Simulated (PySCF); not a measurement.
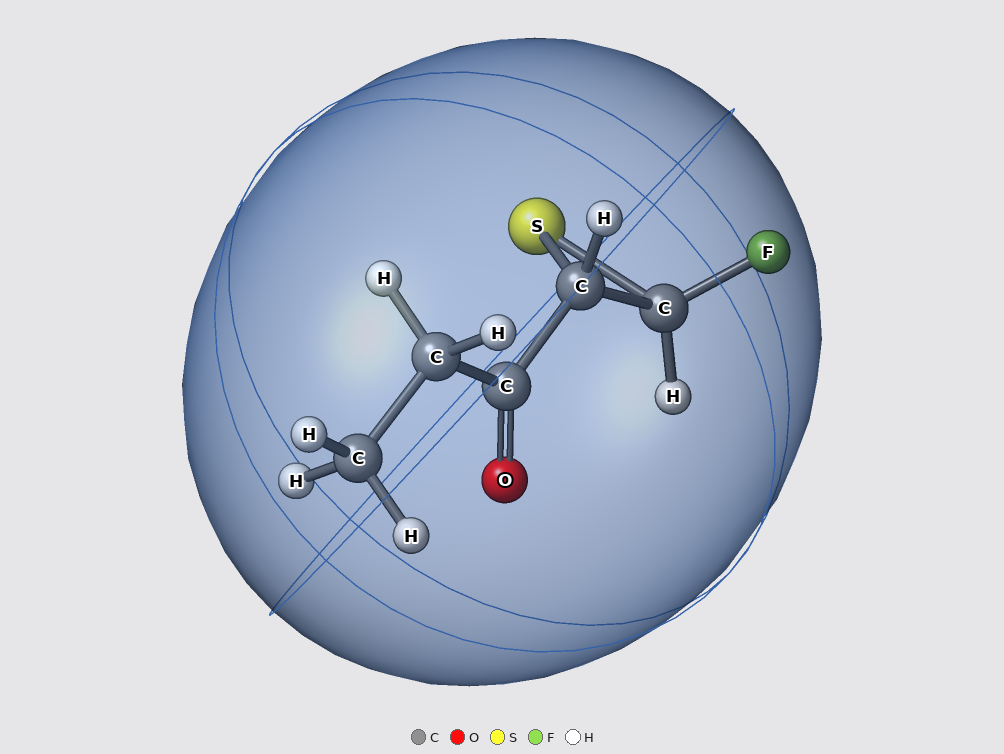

The ellipsoid shows the static dipole polarisability: its half-axes are proportional to the principal values. The geometry was computed by an optimisation with GFN2-xTB. No frequency run is at hand to confirm it as a minimum. Computed with PBE0/def2-SVPD (PySCF 2.14.0).

Question: Give the principal values, the mean and the anisotropy.

Answer: Principal values 71.6, 75.5, 96.5 bohr³; mean 81.2 bohr³ (12.03 Å³); anisotropy 23.2 bohr³, so the longest axis is 1.35 times the shortest.
